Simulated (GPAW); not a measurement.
## Atomisation calculation of SF$_{4}$

SF$_{4}$, computed with revPBE/plane waves, scalar-relativistic datasets (GPAW 26.7.0).

The geometry comes from this level: PBE0-D4/def2-TZVP.

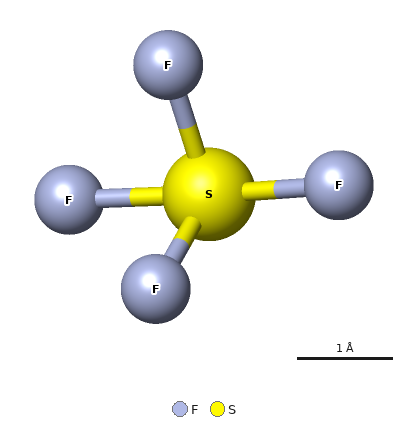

The input geometry (ball-and-stick view, seen at a tilt).

### Input file (run.py)
```python
from ase import Atoms
from gpaw import GPAW, PW

atoms = Atoms(['F', 'S', 'F', 'F', 'F'],
    positions=[[ -0.561200,  -0.228000,   1.172800],
               [  0.064000,  -0.357400,  -0.243000],
               [  1.536700,  -0.462000,   0.491400],
               [ -1.440100,  -0.077300,  -0.858200],
               [  0.400600,   1.124600,  -0.563100]])
atoms.center(vacuum=4.5)

calculator = GPAW(mode=PW(400), maxiter=100, symmetry='off', xc='revPBE', txt='mol.txt')
atoms.calc = calculator

e = atoms.get_potential_energy()
e_mol = {'revPBE': e}

e_atom = {}
for symbol in sorted(set(atoms.symbols)):
    atom = Atoms(symbol, cell=atoms.cell, pbc=atoms.pbc)
    atom.center()
    atom.calc = GPAW(mode=PW(400),
                     maxiter=150,
                     hund=True,
                     xc='revPBE',
                     symmetry='off',
                     txt=f'{symbol}_atom.txt')
    e = atom.get_potential_energy()
    e_atom[symbol] = {'revPBE': e}

atomisation = {xc: sum(e_atom[x][xc] for x in atoms.symbols) - e_mol[xc] for xc in e_mol}
for xc, de in atomisation.items():
    print(f'{xc:32} {de:9.3f} eV')
```

Launch command:
```bash
python run.py > run.log
```

### Log
```
revPBE                              14.615 eV
```

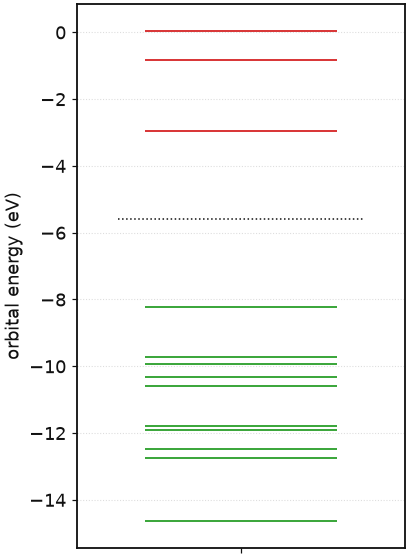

Orbital energies near the frontier; the dotted line parts filled from empty levels, and levels within 0.02 eV of each other stand side by side. Highest filled −8.22 eV, lowest empty −2.95 eV, 5.27 eV apart.

### Key numbers

| quantity | value |
| --- | --- |
| outcome | converged |
| energy relative to the program's reference atoms | −13.9182 eV |
| atomisation energy | 14.615 eV |
| HOMO | −8.22 eV |
| LUMO | −2.95 eV |
| dipole moment | 0.51 D |
| hardware | 1 thread of Arm Neoverse V2, 112 GiB of memory available, shared host |
| wall time | 19 s |
| peak memory | 0.64 GiB |
